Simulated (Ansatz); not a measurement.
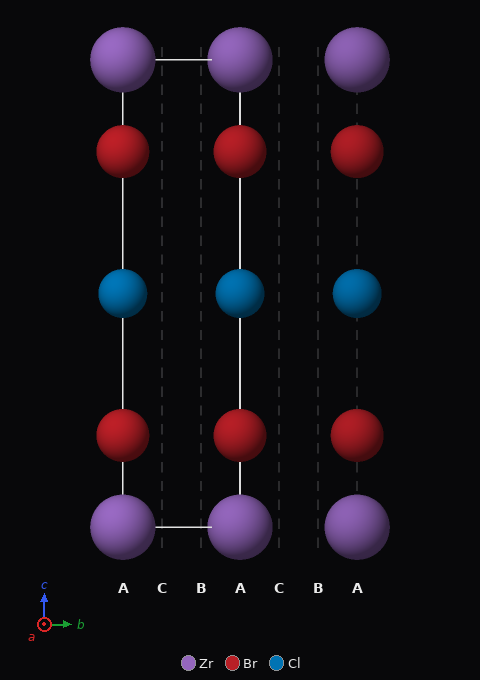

The picture looks along a close-packed row of the hexagonal mesh; c points upwards. The dashed lines mark the three columns A (0, 0), B (1/3, 2/3) and C (2/3, 1/3). The sequence starts with the first layer at or above the cell's origin.

The compound is ZrBr₂Cl (space group P6/mmm, No. 191), taken as the input geometry of an electronic-structure calculation (not necessarily at equilibrium); the starting structure was generated, so it need not be a known form of this composition.

Read off the stacking sequence over one period.

Zr(A) – Br(A) – Cl(A) – Br(A) (four layers in 12.53 Å).

How are the Br and Cl layers alone stacked?

Br and Cl layers alone: AAA, a sequence in which some neighbouring layers lie directly above each other.

Which positions between or in the Br and Cl layers do the other atoms fill?

Zr: one linear site, counted in one hexagonal cell. Two of the three gaps between Br and Cl layers are empty, 3.81 Å wide.
